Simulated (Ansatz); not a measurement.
We consider fluorite CdF2, described by r²SCANh (Ansatz, a quantum-chemistry and plane-wave program, plane waves, PAW).

Numerical settings: plane-wave cutoff 520 eV, 8×8×8 k mesh, Fermi–Dirac smearing 0.01 eV, scalar-relativistic PAW data made under PBE.

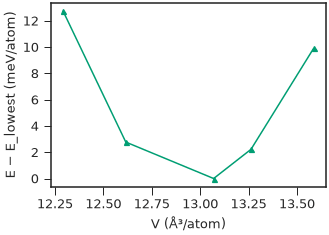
Total energy against volume

From the curve, estimate the equilibrium volume and the bulk modulus.

V0 ≈ 12.9 Å³/atom and B0 ≈ 120 GPa; the fit gives V0 = 12.947 Å³/atom, B0 = 115 GPa, B′ = 4.9.

Computed values are for the static lattice.
